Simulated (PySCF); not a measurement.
## Electronic structure of PbF (doublet) in real space

```xyz
2

Pb    0.0000    0.0000   -0.1754
F     0.0000    0.0000    1.9196
```

Core potentials replace the inner electrons of Pb.

Theory: PySCF, PBE0/def2-SVPD, non-relativistic Hamiltonian with scalar-relativistic core potentials where named, at a bond length of 2.095 Å.

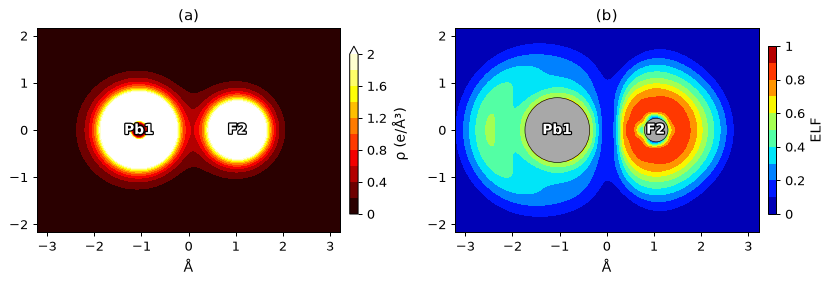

Figure 1. (a) electron density; (b) ELF on a plane that holds the molecular axis. Grey discs cover the atomic cores in the ELF map.

> Read the bonding off the picture.

Atoms in the plane: Pb and F. Pb–F (2.09 Å): ρ at the midpoint is about 0.64 e/Å³; the ELF peaks at about 0.85 in the valence shell of F, 0.6 Å from its nucleus, and drops to about 0.15 between the two atoms. The ELF also peaks beside F2, away from the bonds: non-bonding electrons, paired or unpaired.

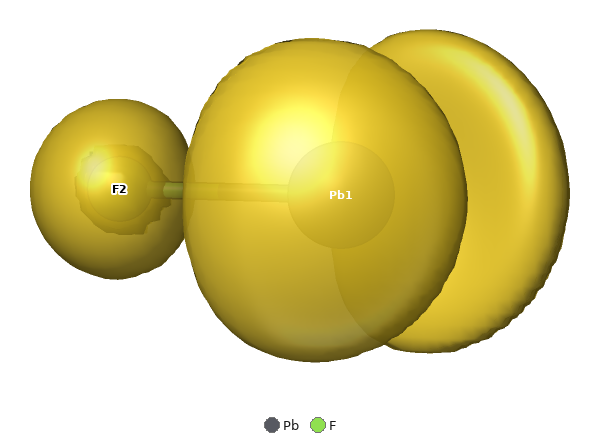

Figure 2. Isosurface of the ELF at 0.75 (yellow), seen from one side. Only the valence region is drawn (cores and ρ < 0.01 e/Å³ removed).

> What do the ELF domains correspond to?

The surface consists of two lobes on Pb, pointing away from the bonds (non-bonding electrons) and one region wrapped around F (its valence shell).

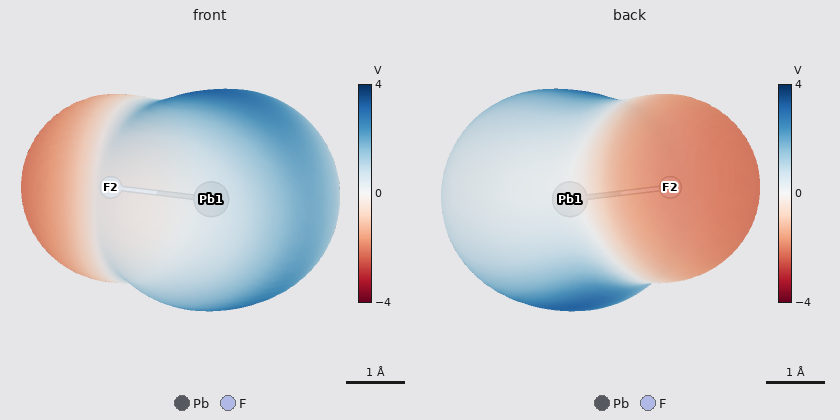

Figure 3. The molecular electrostatic potential painted on the density surface at 0.002 e/bohr³, seen from the front and from behind; red is negative and blue positive.

> Where is the surface potential most negative and most positive?

The most negative region (about −2.0 V) lies over F2, the most positive (about +3.1 V) over Pb1.
